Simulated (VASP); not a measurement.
Band structure of Be2C (antifluorite). Calculation: RPBE GGA, VASP's PBE PAW potentials (set 64) (plane waves; VASP).

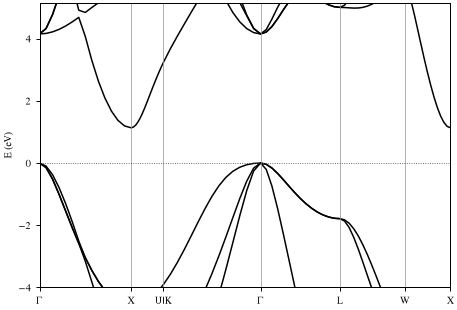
Figure: Bands along high-symmetry lines, zero at the valence-band maximum or, without a gap, the Fermi level

Problem. Read the plot: is there a gap, and where are the band edges?

Solution. The gap is indirect, 1.13 eV, from the valence maximum at Γ to the conduction minimum at X. (Edges off the drawn lines would not show.)

The compound is Be2C in the antifluorite structure. It was relaxed first.
